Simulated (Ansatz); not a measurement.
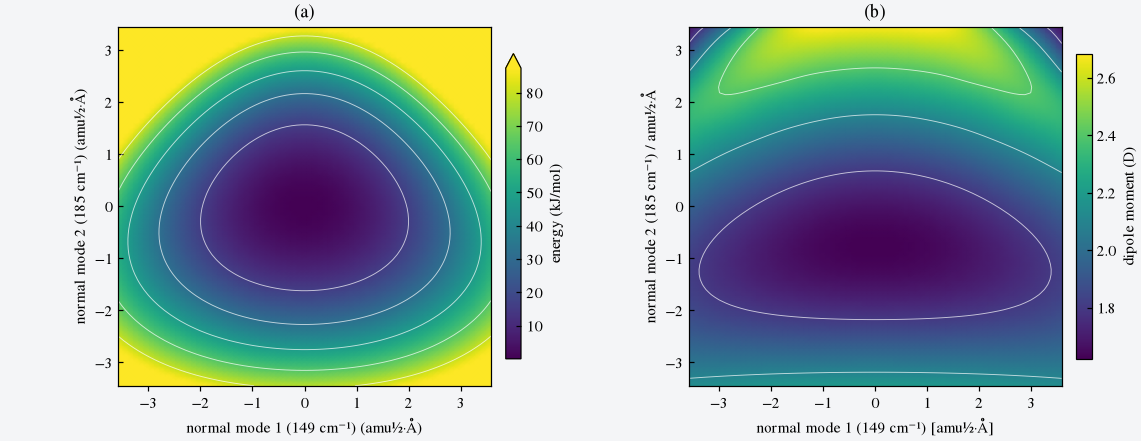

ClF₂Ge, SMILES [F][Ge]([F])[Cl], spin multiplicity 2. Coordinates scanned: (1) normal mode 1 (149 cm⁻¹); (2) normal mode 2 (185 cm⁻¹). Nothing is relaxed (straight displacements along the two mass-weighted modes). Grid: 11 × 11 points; 66 points were computed and 55 follow by symmetry. All energies are given in kJ/mol relative to the lowest grid point. All numbers below come from UKS PBE-D4/def2-SVP in Ansatz 0.2.0.

Panel (a) is the energy; panel (b) is the computed dipole moment, in D.

The picture shows a smooth colour map with a few white contour lines, one colour for all values above the top of the scale. Between grid points the surface is interpolated.

### How does the dipole moment vary over the map, and what is it at the lowest grid point?

Leaving out the highest fifth of the energies, it runs from 1.62 D at normal mode 1 (149 cm⁻¹) = 0.00 amu½·Å, normal mode 2 (185 cm⁻¹) = −0.69 amu½·Å to 2.68 D at normal mode 1 (149 cm⁻¹) = 0.00 amu½·Å, normal mode 2 (185 cm⁻¹) = 3.45 amu½·Å. At the lowest grid point, normal mode 1 (149 cm⁻¹) = 0.00 amu½·Å, normal mode 2 (185 cm⁻¹) = 0.00 amu½·Å, it is 1.67 D.
